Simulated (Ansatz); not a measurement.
Take ZrO₂ (space group P4_2/nmc, No. 137; a = 3.6210 Å, c = 5.2828 Å) as the base.

Now apply this change: every lattice vector is shortened by 0.57 %; the atoms relax in the strained cell.

Calculations: DFT with PBE, PAW potentials and a 420 eV plane-wave cutoff in Ansatz (an electronic-structure program), no SOC.

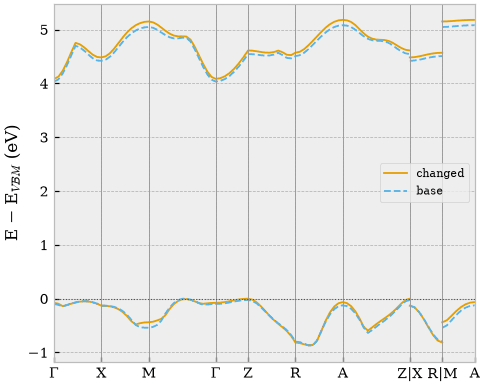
Figure. Highest valence and lowest conduction band along the path, each from its own valence-band maximum

**Question.** From the figure, how large is the changed gap, and is it direct?

**Answer.** About 4.1 eV, indirect, Z → Γ.

Stability against distortions was not tested. This is not the structure that ZrO2 has at room temperature and ambient pressure.
